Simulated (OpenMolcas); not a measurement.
**Mo³⁺ among point charges: CASSCF and CASPT2 levels and susceptibility**

How does a field of 4 point charges split the states of Mo³⁺, and what χT follows?

The numbers are computed with OpenMolcas 26.06 (state-averaged CASSCF and CASPT2, spin-orbit coupling by RASSI with atomic mean-field integrals), except any that are marked as measured or tabulated.

### Step 1. The system

* Species: Mo³⁺ (molybdenum, Z = 42, 39 electrons)
* Basis: ANO-RCC-VDZP [6s5p3d1f], 43 functions
* Scalar Hamiltonian: DKH2, point nucleus
* Inactive shells: 1s 2s 2p 3s 3p 3d 4s 4p
* Active space: 3 electrons in 5 orbitals (4d)
* Some configurations of this space: 4d3
* Orbitals: optimised for each spin and parity, averaged over all roots

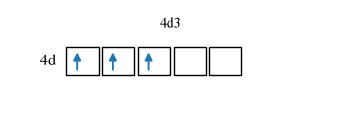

The shells outside the core, filled by Hund's rule for the drawing.

The ion sits among 4 point charges of -2.5 e arranged as a tetrahedron (Td), 2.32 Å from the ion.

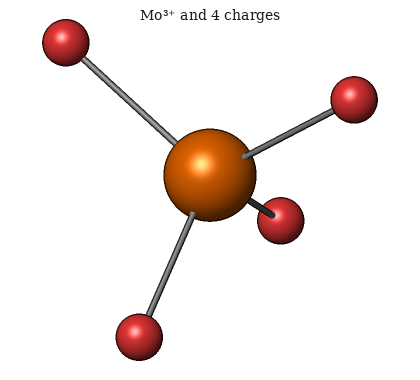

The ion and the point charges (red).

Each step is its own input file, run in one work folder so that later steps find the files of earlier ones. Labels, J, g values, rates, χT and fits are worked out afterwards by a script from the matrices that RASSI stores.

### Step 2. One- and two-electron integrals

File a.inp:

```
&GATEWAY
Coord
1

Mo 0.0 0.0 0.0
Basis=ANO-RCC-VDZP
Group=NoSym
NoMove
AngMom=0.0 0.0 0.0
AMFI
XField
4 Angstrom 0
1.339453 1.339453 1.339453 -2.500000
1.339453 -1.339453 -1.339453 -2.500000
-1.339453 1.339453 -1.339453 -2.500000
-1.339453 -1.339453 1.339453 -2.500000
&SEWARD
```

Launch:

```console
$ OMP_NUM_THREADS=1 MOLCAS_MEM=1689 MOLCAS_PROJECT=a pymolcas a.inp > a.log
```

### Step 3. CASSCF: quartets, 10 roots

File a.inp:

```
&RASSCF
FileOrb=start.orb
Symmetry=1
Spin=4
nActEl=3 0 0
Inactive=18
Ras2=5
CIRoot=10 10 1
SDav=10
CIMx=300
Iter=120 100
PrWF=0.3
OrbListing=Nothing
MaxOrb=0
>>> COPY $Project.JobIph JOB001
```

start.orb holds the contracted functions of the basis, ordered by shell, or the orbitals of the step before.

### Step 4. Reference wave functions, doublets, 40 roots

File a.inp:

```
&RASSCF
FileOrb=start.orb
Symmetry=1
Spin=2
nActEl=3 0 0
Inactive=18
Ras2=5
CIRoot=40 40 1
SDav=40
CIMx=300
Iter=120 100
PrWF=0.3
OrbListing=Nothing
MaxOrb=0
>>> COPY $Project.JobIph JOB002
```

### Step 5. RASSI: spin-orbit coupling between the states

File a.inp:

```
&RASSI
NrOfJobIphs=2 10 40
1 2 3 4 5 6 7 8 9 10
1 2 3 4 5 6 7 8 9 10 11 12 13 14 15 16 17 18 19 20 21 22 23 24 25 26 27
28 29 30 31 32 33 34 35 36 37 38 39 40
IphNames
JOB001
JOB002
EJob
SpinOrbit
DIPRint=1.0
SOCoupling=1000.0
Subsets=2
Property=9
'ANGMOM' 1 'ANGMOM' 2 'ANGMOM' 3 'MLTPL  1' 1 'MLTPL  1' 2 'MLTPL  1' 3
'AMFI' 1 'AMFI' 2 'AMFI' 3
SOProperty=3
'ANGMOM' 1 'ANGMOM' 2 'ANGMOM' 3
```

### Step 6. CASPT2: IPEA 0.25, imaginary shift 0.1 (closed shells correlated: 4s 4p)

File a.inp:

```
>>> COPY JOB001 $Project.JobIph
&CASPT2
Multistate=10 1 2 3 4 5 6 7 8 9 10
NoMult
Frozen=14
IPEA=0.25
Imaginary=0.1
MaxIter=60
WThr=0.0 0.3 0.05
PrWF=0.5
NoMix
>>> COPY JOB002 $Project.JobIph
&CASPT2
Multistate=40 1 2 3 4 5 6 7 8 9 10 11 12 13 14 15 16 17 18 19 20 21 22
23 24 25 26 27 28 29 30 31 32 33 34 35 36 37 38 39 40
NoMult
Frozen=14
IPEA=0.25
Imaginary=0.1
MaxIter=60
WThr=0.0 0.3 0.05
PrWF=0.5
NoMix
```

(Steps that only read results are left out.)

Before running it: what results should come out? Wanted: spin-free ground state; first state of the same spin within the active space; lowest level; next level.

The runs gave:

| quantity | value |
| --- | --- |
| method | SS-CASPT2, IPEA 0.25, imaginary shift 0.1 (closed shells correlated: 4s 4p) |
| spin-free ground state | 4T1, 3-fold in its orbital part |
| first state of the same spin within the active space | 4T2 at 2340 cm⁻¹ |
| lowest level | 4-fold Γ8 |
| next level | 380.7 cm⁻¹ |
| χT at 300 K | 0.45 cm³ K/mol |
| effective moment at 300 K | 1.89 μB |

Cost by method:

| method | time of its own steps | time with the reference |
| --- | --- | --- |
| A. CASSCF | 10 s | 10 s |
| B. SS-CASPT2, IPEA 0.25, imaginary shift 0.1, +4s 4p | 4.5 s | 15 s |

Times are of one thread on a shared host.

The spin-free ground state (4T1) comes to 99 % from free-ion F terms and keeps the highest spin of the shell. χT at 300 K is 0.45, against 1.88 cm³ K/mol for the spin alone, so spin-orbit coupling lowers it. A ligand-field fit to the states below 45000 cm-1 gives 10Dq = -2593 cm-1, B = 633 cm-1 and C = 2760 cm-1 (C/B = 4.36), with a deviation of 307 cm-1. CASPT2 does not keep the components of a term degenerate, and the means are used. The field of point charges can differ much from that of real complexes. Point charges carry no covalency, so the field is a model and not that of real ligands.
